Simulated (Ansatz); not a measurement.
**Two runs on C₂H₈SSn**

System: C₂H₈SSn.
Method of the first run: RKS SPW92/def2-TZVPP (Ansatz 0.2.0).

The geometry comes from this level: PBE0-D4/def2-TZVP. Text and figures count atoms from 1; the logs count them from 0 in places.

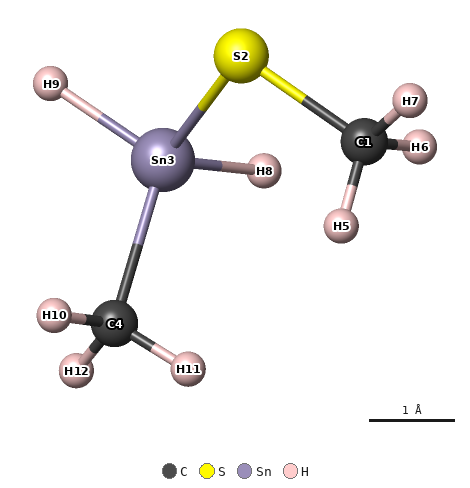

Figure 1. The structure (ball-and-stick view, seen at a tilt; atoms are numbered from 1 in the order of the input). Sticks mark near contacts. Bond lengths as drawn: C–H 1.09 Å, C–S 1.82 Å, C–Sn 2.14 Å, H–Sn 1.71 Å and S–Sn 2.40 Å.

## The input, the first run
```yaml
crystal:
  periodic: [false, false, false]
  atoms:
    - {symbol: C, position_ang: [-1.349349, 1.636367, -0.433422]}
    - {symbol: S, position_ang: [0.068388, 1.844333, 0.683798]}
    - {symbol: Sn, position_ang: [0.540806, -0.460673, 1.160357]}
    - {symbol: C, position_ang: [1.135135, -1.450194, -0.640227]}
    - {symbol: H, position_ang: [-1.068691, 1.115007, -1.348969]}
    - {symbol: H, position_ang: [-2.170099, 1.109900, 0.055010]}
    - {symbol: H, position_ang: [-1.689418, 2.637790, -0.697771]}
    - {symbol: H, position_ang: [-0.887906, -1.174550, 1.782163]}
    - {symbol: H, position_ang: [1.785744, -0.452408, 2.327596]}
    - {symbol: H, position_ang: [2.007359, -0.949068, -1.058934]}
    - {symbol: H, position_ang: [0.322059, -1.420450, -1.365613]}
    - {symbol: H, position_ang: [1.382873, -2.491355, -0.429988]}
basis:
  gaussian: {orbitals: def2-TZVPP}
hamiltonian: {xc: lda}
output: {orbitals: {seedname: orbitals}}
```

Hardware: 4 CPU threads, shared host.

## Output (the first run)
```
Functional definition: SPW92
  exchange = slater_x
  correlation = pw_c
1504 factors; their error is unknown
mean field evaluation 1: about -18787.4125 eV, gradient 8.8e1 eV
mean field evaluation 2: about -18752.4437 eV, gradient 1.3e2 eV
mean field evaluation 4: about -18804.7292 eV, gradient 9.6e0 eV
mean field evaluation 8: about -18804.9283 eV, gradient 2.4e-1 eV
mean field evaluation 16: about -18804.9052 eV, gradient 2.5e-4 eV
mean field -18804.90515841 eV, -691.0675181490 hartree, gradient 6.1e-5 eV, S^2 0.000000; 0 other end points of the search recorded, 0 dependent functions left out
reference -18804.90520739 eV, -691.0675199490 hartree; 29, 29 occupied and 237, 237 virtual orbitals, 1504 factors
Total energy: -18804.90520739 eV, -691.0675199490 hartree
```

For the second run the input was changed thus:
```diff
-hamiltonian: {xc: lda}
+hamiltonian: {xc: {name: B97M-V}}
```

Predict how the results change.

The total energies belong to different methods, so their difference says nothing on which is more stable or more accurate. The HOMO goes from −5.46 to −5.74 eV. The LUMO goes from −1.18 to −0.70 eV.

## Output (the second run)
```
Functional definition: B97M-V
  parameter cx00 = 1.000
  parameter cx01 = 1.308
  parameter cx02 = 1.901
  parameter cx10 = 0.416
  parameter cx11 = 3.070
  parameter css00 = 1.000
  parameter css02 = -1.855
  parameter css10 = -5.668
  parameter css32 = -20.497
  parameter css42 = -20.364
  parameter cos00 = 1.000
  parameter cos01 = 1.573
  parameter cos03 = -6.298
  parameter cos10 = 2.535
  parameter cos32 = -6.427
  parameter b = 6.0
  parameter c = 0.01
  gx(w, u) = cx00 + cx01*u + cx02*u^2 + (cx10 + cx11*u)*w
  gss(w, u) = css00 + css02*u^2 + css10*w + (css32*w^3 + css42*w^4)*u^2
  gos(w, u) = cos00 + cos01*u + cos03*u^3 + cos10*w + cos32*w^3*u^2
  exchange = spin_sum(e_x_unif_s*gx(b97_w, b97_u_x))
  correlation = spin_sum(e_c_pw_mod_same_spin*gss(b97_w, b97_u_same))
      + integral(e_c_pw_mod_opposite_spin*gos(b97_w_opposite, b97_u_opposite)) + vv10(b, c)
1504 factors; their error is unknown
mean field evaluation 1: about -18858.7887 eV, gradient 7.0e1 eV
mean field evaluation 2: about -18843.7062 eV, gradient 9.5e1 eV
mean field evaluation 4: about -18870.4134 eV, gradient 4.6e0 eV
mean field evaluation 8: about -18870.4646 eV, gradient 2.6e-1 eV
mean field evaluation 16: about -18870.4383 eV, gradient 2.1e-3 eV
mean field -18870.43825952 eV, -693.4758151949 hartree, gradient 3.5e-5 eV, S^2 0.000000; 0 other end points of the search recorded, 0 dependent functions left out
reference -18870.43833452 eV, -693.4758179510 hartree; 29, 29 occupied and 237, 237 virtual orbitals, 1504 factors
Total energy: -18870.43833452 eV, -693.4758179510 hartree
```

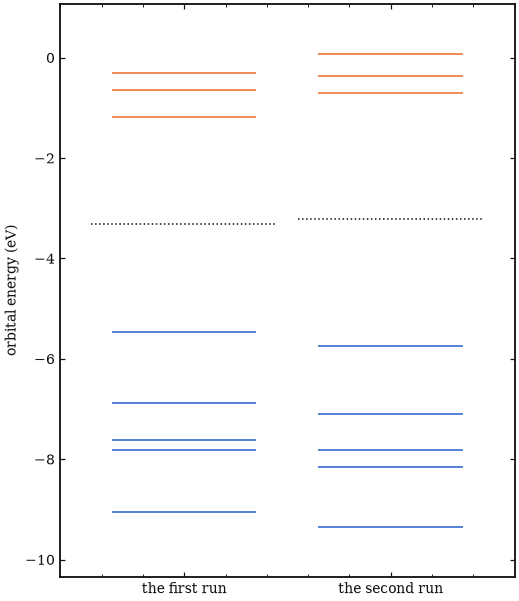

Figure 2. The five highest filled and three lowest empty orbital energies of the two runs; the dotted lines part filled from empty levels. The HOMO–LUMO gap is 4.28 eV in the first run and 5.04 eV in the second run.

## The two runs side by side

| quantity | the first run | the second run |
| --- | --- | --- |
| outcome | converged | converged |
| total energy (hartree) | −691.067520 | −693.475818 |
| HOMO (eV) | −5.46 | −5.74 |
| LUMO (eV) | −1.18 | −0.70 |
| basis functions | 266 | 266 |
| wall time (shared host) | 1.1 s | 4.8 s |
